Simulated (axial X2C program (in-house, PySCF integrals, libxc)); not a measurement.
**Run report: IB⁻, relativistic diatomic calculation**

IB⁻, single determinant with M_S = 1/2 and |Λ| = 1. Computed at this level: PBE0, spin-free X2C-1e, I dyall-acv3z, B dyall-av3z (cores contracted) (axial X2C program (in-house, PySCF integrals, libxc)).

### Output
```
spin-free X2C-1e  PBE0
basis functions 198  fitting functions 1003  grid points 5081
iter        total energy     max residual
   1      -7140.111131790     2.68e-05
   2      -7140.111131816     2.09e-05
   3      -7140.111131835     1.03e-05
   4      -7140.111131841     6.28e-06
   5      -7140.111131844     1.55e-06
   6      -7140.111131844     5.87e-07
converged
one-electron -9917.25054784  Coulomb 2904.88900939  exact exchange -46.06262314  xc functional -140.93156717  nuclear repulsion 59.24459691
```

### The points of the curve

| R (Å) | E (hartree) | dipole (D; origin at the first atom, positive when the second is positive) | highest filled (eV) | lowest empty (eV) |
| --- | --- | --- | --- | --- |
| 2.059 | −7140.099621 | −8.03 | 1.38 | 2.74 |
| 2.154 | −7140.106581 | −7.69 | 1.26 | 2.76 |
| 2.225 | −7140.109422 | −7.41 | 1.16 | 2.74 |
| 2.296 | −7140.110814 | −7.13 | 1.06 | 2.71 |
| 2.367 | −7140.111132 | −6.85 | 0.95 | 2.68 |
| 2.450 | −7140.110528 | −6.53 | 0.82 | 2.63 |
| 2.533 | −7140.109192 | −6.23 | 0.68 | 2.57 |
| 2.639 | −7140.106782 | −5.85 | 0.51 | 2.47 |
| 2.769 | −7140.103259 | −5.42 | 0.29 | 2.34 |
| 2.959 | −7140.097779 | −4.86 | −0.02 | 2.13 |

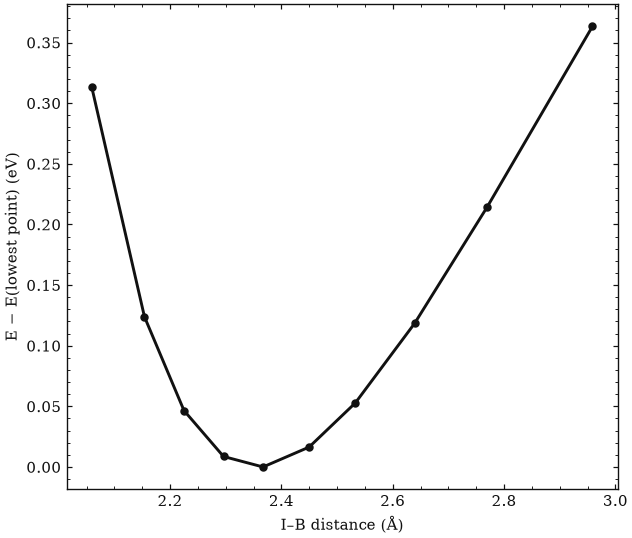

Fig. 1: Energy at 10 bond lengths, for one set of occupations held fixed; the line joins the points. A polynomial of degree 6 through 9 points gives rₑ = 2.357 Å, ωₑ = 343.6 cm⁻¹, ωₑxₑ = 3.2 cm⁻¹ and Bₑ = 0.2996 cm⁻¹. The minimum lies 1.16 eV below I⁻ + B, each computed as one determinant at the same level.

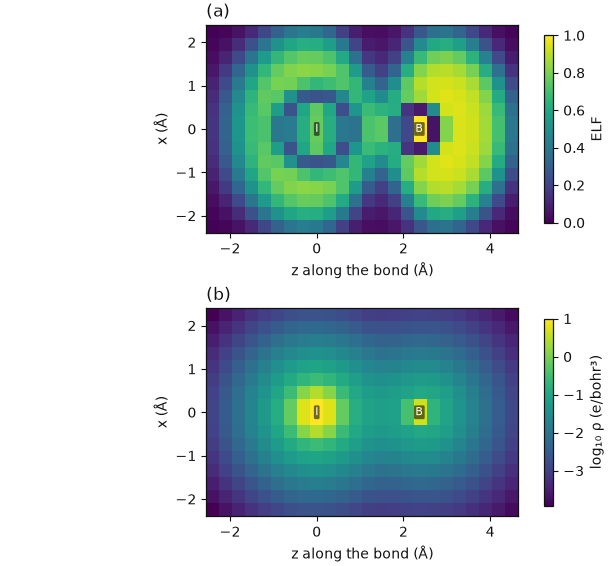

Fig. 2: (a) electron localisation function; (b) electron density on a logarithmic scale, in a plane that holds the axis, at 2.37 Å, on points 0.3 Å apart (one half computed, the other mirrored); the structure near the nuclei is finer than these points.

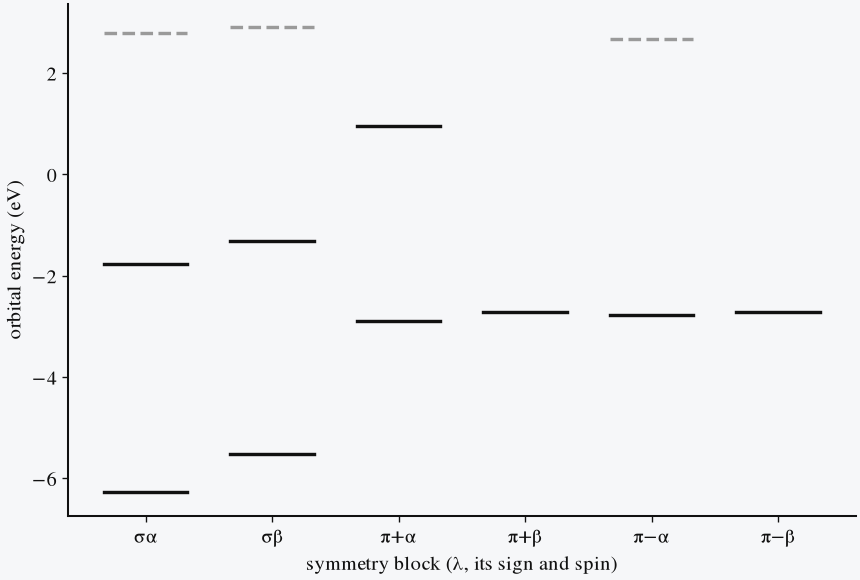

Fig. 3: Orbital energies near the frontier at 2.37 Å, filled (solid) and empty (dashed); a label such as π−α means λ = −1 and α spin. The highest filled orbital (π+α; 76 % B p, 11 % I d) lies at 0.95 eV, the lowest empty one (π−α; 88 % B p, 6 % I d) at 2.68 eV. A filled level above zero is held only by the finite basis .

### Input file
```
{"zs": [53, 5], "q": -1, "bas": ["dyall-acv3z", "dyall-av3z"], "levels": ["PBE0", "HF", "TPSS"], "cc": true, "r0": 2.18, "thr": -2.0, "nmax": 90, "npts": 10, "nst": 2, "ntry": 6}
```

The line is the task of a batch: nuclear charges, charge, bases, the levels to run, a first guess of the distance and further settings. This report covers PBE0 without spin-orbit coupling. The log is that of the reference distance 2.367 Å, started from orbitals converged before.

The run was one of a batch that the task file lists, launched with:
```bash
python <driver script> task.json out
```

### Key numbers

- outcome: converged; a filled level lies above zero
- bond length rₑ: 2.357 Å
- ωₑ: 343.6 cm⁻¹
- energy at the minimum: −7140.11114 hartree
- depth below the fragments: 1.16 eV
- largest ⟨S²⟩ along the curve: 0.76
- hardware: 1 CPU thread, shared host
- wall time: 4.8 s

### Notes

The highest filled level (PBE0, up to 1.38 eV) lies above zero. That is common for anions, where the functional's self-interaction leaves the outer electrons unbound; only the finite basis holds them, so such levels depend on it.
